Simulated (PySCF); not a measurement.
Vertical excitations of a molecule H8N2OSi2 from TDDFT-CAM-B3LYP/def2-SVPD in PySCF 2.14.0, as energy in eV (oscillator strength): 6.42 (0.041), 6.90 (0.059), 7.33 (0.058), 7.55 (0.014), 7.71 (0.009), 7.89 (0.008), 7.99 (0.052), 8.05 (0.001), 8.23 (0.032), 8.34 (0.015). Lowest triplet (TDA): 6.02 eV. Coordinates come from a PBE-D3(BJ)/def2-SVP optimisation. Other conformers were not sampled.

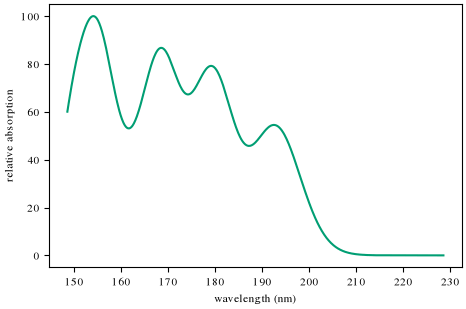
Figure: The lines broadened by 0.4 eV.

### Question
Identify the compound among the candidates.
(A) N[SiH](N)[SiH2]O
(B) N[SiH2]N[SiH2]O
(C) N[SiH2][Si@@H](N)O
(D) N[SiH](N)O[SiH3]

### Answer
B, N[SiH2]N[SiH2]O
